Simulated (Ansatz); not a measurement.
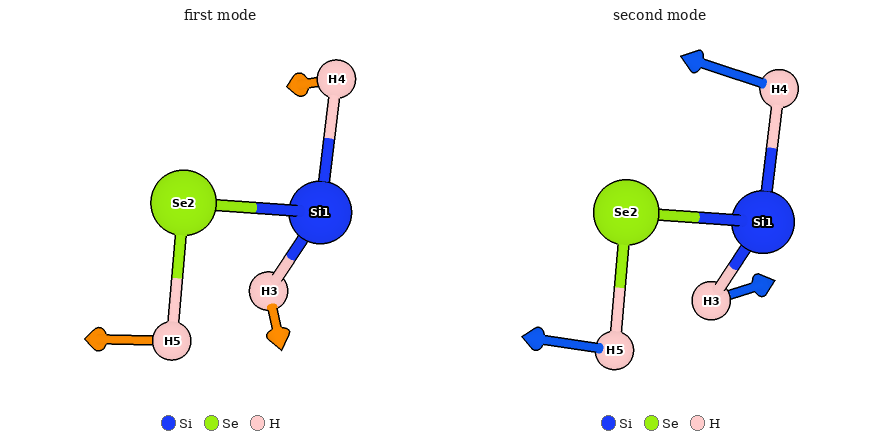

The system is H₃SeSi, SMILES [SiH2][SeH], spin multiplicity 2; the picture shows the reference structure; its two panels give the patterns of the first and the second mode as arrows. The first coordinate is: normal mode 1 (224 cm⁻¹); the second: normal mode 3 (521 cm⁻¹). Nothing is relaxed (straight displacements along the two mass-weighted modes). The scan uses a 9 × 9 grid. All energies are given in cm⁻¹ relative to the lowest grid point. Computed with Ansatz 0.2.0, UKS r2SCAN0-D4/def2-TZVP.

Its coordinates:

```xyz
5

Si    0.0534   -0.7852    0.2032
Se    0.7638    1.1836   -0.6624
H    -1.3066   -0.6635    0.7858
H     0.0414   -1.7277   -0.9397
H     0.4979    1.9192    0.5718
```

Range: normal mode 1 (224 cm⁻¹) from −0.571 to 0.571 amu½·Å; normal mode 3 (521 cm⁻¹) from −0.714 to 0.714 amu½·Å.

> Predict the map.

The lowest grid point is at normal mode 1 (224 cm⁻¹) = 0.000 amu½·Å, normal mode 3 (521 cm⁻¹) = 0.000 amu½·Å. It is the only kind of minimum in the scanned range. The highest grid point, normal mode 1 (224 cm⁻¹) = 0.571 amu½·Å, normal mode 3 (521 cm⁻¹) = 0.714 amu½·Å, lies 4356 cm⁻¹ above the lowest.

| normal mode 3 (521 cm⁻¹) ↓, normal mode 1 (224 cm⁻¹) → | −0.571 | −0.428 | −0.286 | −0.143 | 0.000 | 0.143 | 0.286 | 0.428 | 0.571 |
| --- | --- | --- | --- | --- | --- | --- | --- | --- | --- |
| 0.714 | 4117 | 3373 | 2915 | 2688 | 2649 | 2778 | 3084 | 3596 | 4356 |
| 0.535 | 2572 | 1941 | 1569 | 1390 | 1352 | 1435 | 1652 | 2043 | 2667 |
| 0.357 | 1535 | 1007 | 715 | 582 | 551 | 599 | 742 | 1031 | 1535 |
| 0.178 | 930 | 480 | 249 | 153 | 130 | 155 | 248 | 465 | 885 |
| 0.000 | 705 | 296 | 95 | 18 | 0 | 17 | 88 | 273 | 657 |
| −0.178 | 854 | 440 | 234 | 151 | 132 | 152 | 231 | 428 | 827 |
| −0.357 | 1412 | 954 | 706 | 595 | 568 | 601 | 715 | 964 | 1429 |
| −0.535 | 2456 | 1919 | 1604 | 1448 | 1407 | 1463 | 1634 | 1970 | 2542 |
| −0.714 | 4069 | 3439 | 3043 | 2836 | 2783 | 2871 | 3118 | 3566 | 4274 |

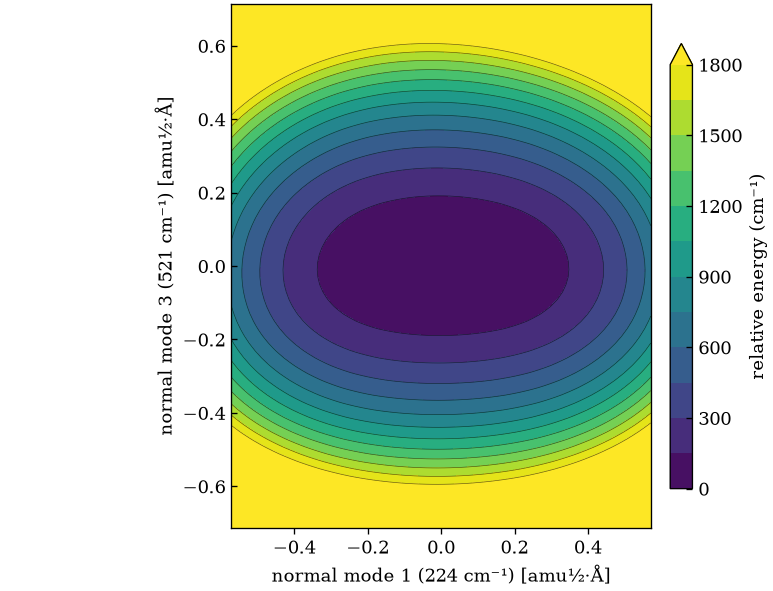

The picture shows filled contours, one colour for all values above the top of the scale. Between grid points the surface is interpolated.

The whole map (81 points run) took 11 min on 1 thread of Intel(R) Xeon(R) Platinum 8488C (Sapphire Rapids) (shared host).
